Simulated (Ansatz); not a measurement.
## Isomers of C2H7BO

4 of its isomers, all singlets with charge 0: A = `CBOC`; B = `BOCC`; C = `CB(C)O`; D = `CCBO`.

Shapes, held fixed at every level: PBE0-D4/def2-TZVP. Flexible molecules stand in one conformer, not always the lowest. Programs: Ansatz 0.2.0.

Electronic energies in kJ/mol, without zero-point or thermal terms.

```tsv
level	kind	B − A	C − A	D − A
B3LYP-D4/def2-TZVPP	global hybrid	+39.3	-91.0	-29.2
PBE0-D4/def2-TZVPP	global hybrid	+41.2	-98.1	-35.3
r2SCAN0-D4/def2-TZVPP	global hybrid	+42.0	-100.2	-34.8
wB97M-V/def2-TZVPP	range-separated hybrid	+39.7	-97.3	-34.5
wB97X-V/def2-TZVPP	range-separated hybrid	+37.6	-92.5	-32.3
CCSD/def2-SVP	coupled cluster or CI	+34.0	-89.1	-33.6
CCSD(T)/def2-TZVPP	coupled cluster or CI	+37.1	-95.8	-35.6
CCSD(T)/CBS estimate	coupled cluster or CI	+37.7	-97.8	-37.0
```

The highest level, CCSD(T)/CBS estimate, puts C lowest of these. All levels agree on that. The B − A difference spans +34.0 to +42.0 kJ/mol over the levels. The CBS estimate extrapolates MP2 from def2-TZVPP and def2-QZVPP and adds CCSD(T) − MP2 in the triple-zeta set, cores frozen.

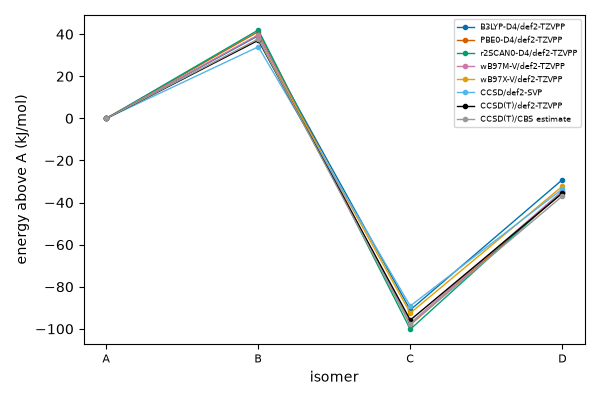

Relative energies of the isomers.
